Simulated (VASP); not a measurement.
Band structure of BPO4 (sg82). Calculation: PBEsol GGA, VASP's PBE PAW potentials (set 64) (plane waves; VASP).

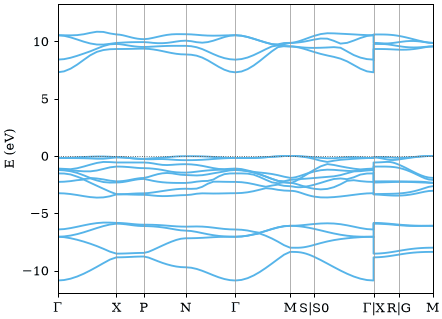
Figure: Bands along high-symmetry lines, zero at the valence-band maximum or, without a gap, the Fermi level

Problem. Read the plot: is there a gap, and where are the band edges?

Solution. The gap is indirect, 7.30 eV, from the valence maximum at M to the conduction minimum at Γ. (Edges off the drawn lines would not show.)

The compound is BPO4 in the sg82 structure. It was relaxed first.
